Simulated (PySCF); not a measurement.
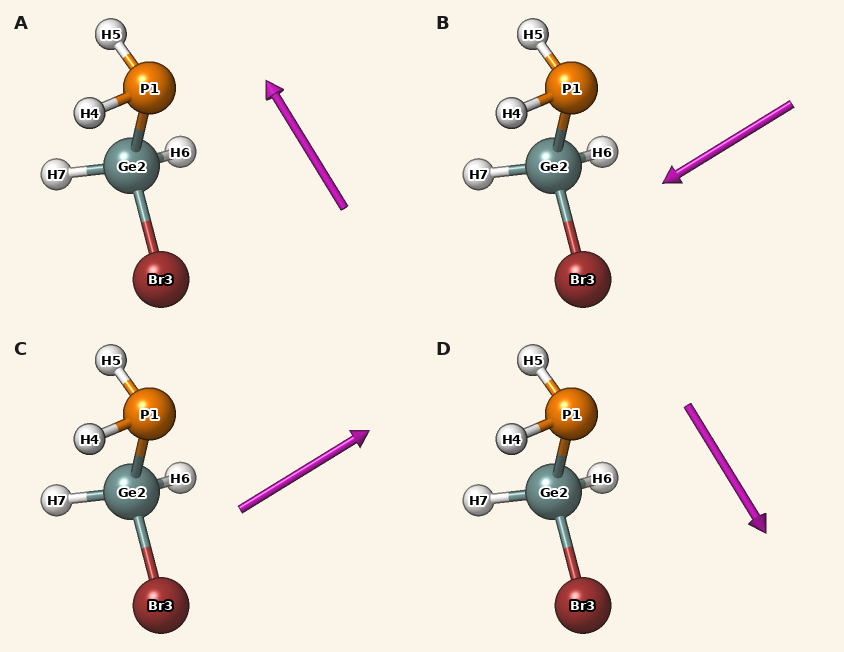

The same molecule four times, each with an arrow. The computed structure is the end point of a GFN2-xTB optimisation. No frequency run is at hand to confirm it as a minimum. Level of theory: PBE0/pcSseg-1, gas phase (PySCF 2.14.0).

Which arrow points along the dipole moment, from the negative to the positive end?

Answer. A. The dipole moment is 2.44 D; it points from the side of Br3 to the side of H5 (the outermost atoms at the two ends).

The geometry is semi-empirical. Around Br, Ge, P such bond lengths and angles can be off by a tenth of an ångström or more and by several degrees, and values that hang on the shape move with them.
